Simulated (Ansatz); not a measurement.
**C2H4F2 (SMILES CC(F)F): B2PLYP/6-311+G(d,p)**

What is the energy change on altering one bond length of C2H4F2 at B2PLYP/6-311+G**? 

The calculation is run with Ansatz 0.2.0.

55 further runs of the same task are left out: 55 set aside as unsound or not needed.

## Step 1: Starting point

C2H4F2 has 8 atoms, charge 0, and is taken as a singlet. As SMILES, `CC(F)F`. Geometry: relaxed at PBE0-D4/def2-TZVP.

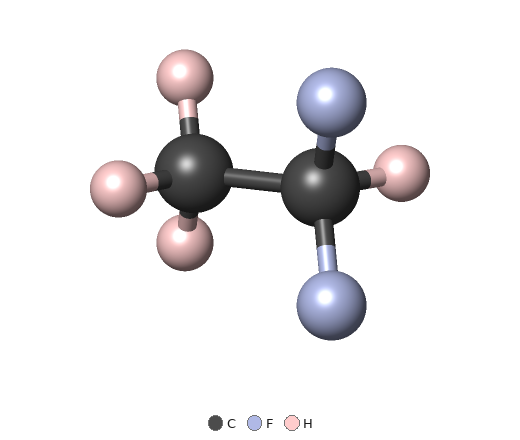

The structure, seen from a chosen angle (carbon dark grey, fluorine light blue, hydrogen pink).

## Step 2: The energy at B2PLYP/6-311+G(d,p)

Contents of run.yaml:

```yaml
crystal:
  periodic: [false, false, false]
  atoms:
    - {symbol: C, position_ang: [0.003300, 0.777600, 0.023300]}
    - {symbol: C, position_ang: [-0.052000, -0.718200, -0.008200]}
    - {symbol: F, position_ang: [0.925500, -1.243400, 0.779100]}
    - {symbol: F, position_ang: [0.168200, -1.172100, -1.271900]}
    - {symbol: H, position_ang: [0.981400, 1.111900, -0.325400]}
    - {symbol: H, position_ang: [-0.157200, 1.132800, 1.041800]}
    - {symbol: H, position_ang: [-0.771000, 1.190600, -0.624000]}
    - {symbol: H, position_ang: [-1.006100, -1.136400, 0.329500]}
basis:
  gaussian: {orbitals: 6-311+G_st__st_.json}
output: {orbitals: {seedname: orbitals}}
accuracy: high
hamiltonian: {xc: {name: B2PLYP}}
correlation: {frozen_orbitals: {C: 1, F: 1, H: 0}}
magnetization: {spin_polarized: false}
```

The basis set 6-311+G** is read from a file made from the Basis Set Exchange's data (not shown).

On the command line:

```console
$ ansatz run run.yaml --threads 1 --pin off --max-ram 3480MiB --events-out events.jsonl --progress --plain --runs-dir runs
```

The program printed:

```text
Warning: RAYON_NUM_THREADS=1 ignored (pool sized by the plan → 1); use --threads N
Functional definition: B2PLYP
  name "B2PLYP"
  parameter a = 0.53
  parameter c = 0.27
  exchange = (1 - a)*b88_x + a*exact_x
  correlation = (1 - c)*lyp_c + c*(mp2_os + mp2_ss)
2216 factors; integrals over basis functions are off by at most 3.7e-9 eV
mean field evaluation 1: about -7559.5900 eV, gradient 4.2e1 eV
mean field evaluation 2: about -7559.9182 eV, gradient 4.2e1 eV
mean field evaluation 4: about -7563.2464 eV, gradient 3.7e0 eV
mean field evaluation 8: about -7563.2799 eV, gradient 3.4e-1 eV
mean field evaluation 16: about -7563.2801 eV, gradient 3.9e-5 eV
mean field -7563.28005130 eV, -277.9454153101 hartree, gradient 1.9e-8 eV, S^2 0.000000; 0 other end points of the search recorded, 0 dependent functions left out
4 core orbitals not correlated: weight in the atoms' cores, before any rotation towards them, 1.000 or more for the frozen orbitals, at most 0.000 for the correlated occupied ones
reference -7563.28007915 eV, -277.9454163335 hartree; 13, 13 occupied and 95, 95 virtual orbitals, 2216 factors
second order -23.29816380 eV of doubles, -0.00000000 eV of singles
Total energy: -7569.57058338 eV, -278.1765881000 hartree
```

It took 14 s on 1 thread of Arm Neoverse V1, shared host; peak memory 0.37 GiB.

## Step 3: The distorted shape, same level

Contents of job.yaml:

```yaml
crystal:
  periodic: [false, false, false]
  atoms:
    - {symbol: C, position_ang: [0.480309, 0.986682, -0.145536]}
    - {symbol: C, position_ang: [0.425009, -0.509118, -0.177036]}
    - {symbol: F, position_ang: [1.402509, -1.034318, 0.610264]}
    - {symbol: F, position_ang: [0.645209, -0.963018, -1.440736]}
    - {symbol: H, position_ang: [1.458409, 1.320982, -0.494236]}
    - {symbol: H, position_ang: [0.319809, 1.341882, 0.872964]}
    - {symbol: H, position_ang: [-0.293991, 1.399682, -0.792836]}
    - {symbol: H, position_ang: [-1.006100, -1.136400, 0.329500]}
basis:
  gaussian: {orbitals: 6-311+G_st__st_.json}
correlation: {frozen_orbitals: {C: 1, F: 1, H: 0}}
hamiltonian: {xc: {name: B2PLYP}}
accuracy: high
output: {orbitals: {seedname: orbitals}}
```

The basis set 6-311+G** is read from a file made from the Basis Set Exchange's data (not shown).

On the command line:

```console
$ ansatz run job.yaml --threads 1 --pin off --max-ram 3480MiB --events-out events.jsonl --progress --plain --runs-dir runs
```

The program printed, cut to the lines that bear on the results:

```text
Warning: RAYON_NUM_THREADS=1 ignored (pool sized by the plan → 1); use --threads N
[... 2 set-up lines as earlier in the session ...]
[...]
2228 factors; integrals over basis functions are off by at most 3.8e-9 eV
[...]
mean field -7561.09010793 eV, -277.8649363756 hartree, gradient 3.5e-8 eV, S^2 0.000000; 0 other end points of the search recorded, 0 dependent functions left out
4 core orbitals not correlated: weight in the atoms' cores, before any rotation towards them, 1.000 or more for the frozen orbitals, at most 0.000 for the correlated occupied ones
reference -7561.09013599 eV, -277.8649374068 hartree; 13, 13 occupied and 95, 95 virtual orbitals, 2228 factors
second order -23.90026765 eV of doubles, -0.00000000 eV of singles
Total energy: -7567.54320826 eV, -278.1020834385 hartree
```

Wall time 15 s (1 thread of Arm Neoverse V1, shared host); peak memory 0.37 GiB.

## Step 4: What came out

Level: B2PLYP/6-311+G**, 4 core orbitals frozen.

```
                                                         quantity          value
                                        first shape: total energy  -278.17659 Eh
                   first shape: HOMO energy (SCF part's orbitals)      -11.49 eV
                   first shape: LUMO energy (SCF part's orbitals)        0.89 eV
                 first shape: HOMO–LUMO gap (SCF part's orbitals)       12.38 eV
                                    distorted shape: total energy  -278.10208 Eh
               distorted shape: HOMO energy (SCF part's orbitals)      -10.07 eV
               distorted shape: LUMO energy (SCF part's orbitals)        0.28 eV
             distorted shape: HOMO–LUMO gap (SCF part's orbitals)       10.35 eV
energy change with the C2–H8 bond stretched from 1.095 to 1.643 Å       2.027 eV
```

**Reading.** With the C2–H8 bond stretched from 1.095 to 1.643 Å the energy rises by 2.03 eV (196 kJ/mol). The first shape isn't relaxed at this level, so the change isn't measured from a minimum.
